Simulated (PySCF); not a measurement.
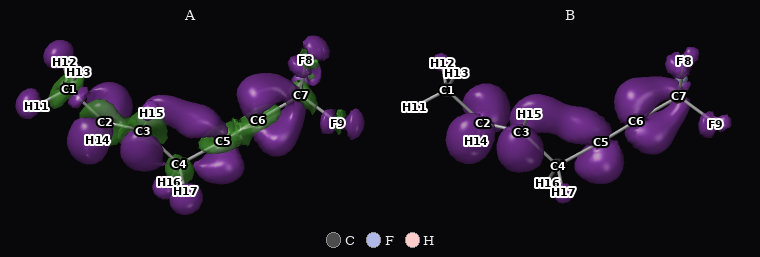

*C$_{7}$H$_{7}$F$_{3}$, SMILES `C/C=C/CC#CC(F)(F)F`. The Fukui function f⁺ from two separate SCF calculations and the density of the LUMO, at ±0.02 e/Å³ (purple positive, green negative).*

Level of theory: PBE/def2-SVP (PySCF), at a geometry from GFN2-xTB. No frequency check shows the geometry to be a minimum.

Coordinates in Å:

```
C1      -4.4210    1.0974    0.0285
C2      -3.4345    0.0494   -0.3586
C3      -2.4438   -0.3678    0.4102
C4      -1.4571   -1.4305    0.0067
C5      -0.1216   -0.8863   -0.0113
C6       0.9701   -0.3877   -0.0058
C7       2.2994    0.1923   -0.0145
F8       2.4482    1.1399    0.9280
F9       3.2582   -0.7239    0.2107
F10      2.5959    0.7733   -1.1905
H11     -5.4325    0.6941   -0.0076
H12     -4.3742    1.9296   -0.6732
H13     -4.2244    1.4706    1.0301
H14     -3.5753   -0.3803   -1.3429
H15     -2.2883    0.0582    1.3918
H16     -1.6954   -1.8188   -0.9864
H17     -1.4807   -2.2579    0.7235
```

Q: Which panel is which, and how good is the frozen-orbital picture?

A: A is f⁺ (it has negative regions), B the LUMO density. The LUMO lies on C2 (20 %), C3 (18 %) and C5 and C6 (15 % each); f⁺ (Hirshfeld-condensed) is largest on C6 (0.13), C2 (0.12) and C5 (0.10); the vertical electron affinity is −1.48 eV (the stability of the anion's solution wasn't checked; negative, but this basis has no diffuse functions, so it doesn't show that the anion is unbound). Relaxation shifts 27 % of the electron between atoms. The orbital energy is −1.07 eV.
